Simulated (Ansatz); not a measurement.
# Fields on a plane of Ti (hcp, Mg type)

```xyz
2
Lattice="2.9390 0.0000 0.0000 -1.4695 2.5452 0.0000 0.0000 0.0000 4.6501" Properties=species:S:1:pos:R:3 pbc="T T T"
Ti     0.0000     1.6968     3.4876
Ti     1.4695     0.8484     1.1625
```

The slice is a (-1 1 0 2) plane (indices of the conventional cell) through the point (0.333, 0.667, 0.750) (fractional), spanned by u = [110] and v = [1 -1 1] in vectors of this cell: u (2.94 Å) and v (6.89 Å, at 90° to u). It covers one period; positions are fractions (u, v).

Atoms on it: Ti at (0.00, 0.00). Other atoms lie within 1 Å of the plane.

Level of theory: PBE (plane waves to 420 eV, PAW, scalar-relativistic; Ansatz, a program for electronic structure). k mesh 18×18×10. Near the nuclei the fields are pseudised (PAW); where an atom keeps semicore shells as valence, they peak there. Ti is run without spin polarisation. Ti was relaxed with its symmetry unable to fall.

```
|xxxx660044440066xx|
|775511117777111155|
|000011558888551100|
|334455556666555544|
|998855221111225588|
|998844110000114488|
|887744110000114477|
|333344333333334433|
|000022558888552200|
|332200449999440022|
|887722228888222277|
|887722115555112277|
|885500005555000055|
|221100226666220011|
|112233668888663322|
|223355889999885533|
|000000447777440000|
|775511003333001155|
|xxxx770011110077xx|
|xxxx881111111188xx|
```
Scale: ten equal steps from 0.09 (start of '0') to 0.71 (end of '9'), in the order '0123456789'. Values: electron localisation function (ELF). The map has 9 points along u (two characters each, u = 0 at the left) and 20 along v (v = 0 in the bottom row). Points within 0.5 Å of a nucleus are blanked (x), as the pseudised field means little there.

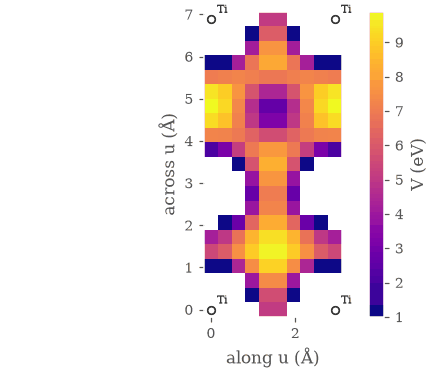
Figure. Electrostatic potential energy of an electron, from the cell's mean, in eV, one period of the plane, atoms marked. Points within 1 Å of a nucleus are left white, as the pseudised field means little there. Values under 1 eV are set to 1. The zero, the cell's mean, hangs on the PAW cores.
